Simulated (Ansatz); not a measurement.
The figure comes from a scan of Ba₃PbO (anti-perovskite): one Ba atom of a 5-atom cell moves by s along Cartesian x, with its periodic images. All values below come from PBEsol (plane waves to 420 eV, PAW, scalar-relativistic; Ansatz, a quantum-chemistry and plane-wave program). k mesh 7×7×7 (Γ-centred), Fermi-Dirac smearing 0.05 eV. Energies are smeared free energies. With partly filled bands, energies and forces of such displacements shift with the k mesh and the smearing. At this level the bands of Ba3PbO touch or barely overlap. Ba3PbO was relaxed with its symmetry unable to fall. Spin-orbit coupling is left out, though Pb is heavy. The zero of ΔE is the undisplaced structure.

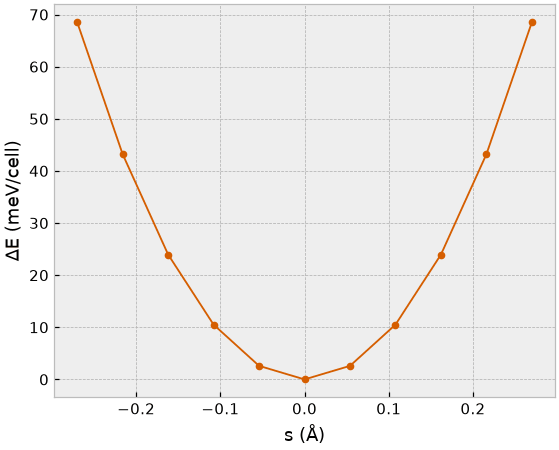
Figure. ΔE (meV/cell) against s (Å); one marker a computed point.

Turn the plot into a table (rounded to what can be read).

To the nearest 1:

| s (Å) | ΔE (meV/cell) |
|---|---|
| -0.270 | 69 |
| -0.216 | 43 |
| -0.162 | 24 |
| -0.108 | 11 |
| -0.054 | 3 |
| 0.000 | 0 |
| 0.054 | 3 |
| 0.108 | 11 |
| 0.162 | 24 |
| 0.216 | 43 |
| 0.270 | 69 |

(A displaced cell: forces are minus the slopes of the energy, force constants its curvatures, and phonons follow from these.)
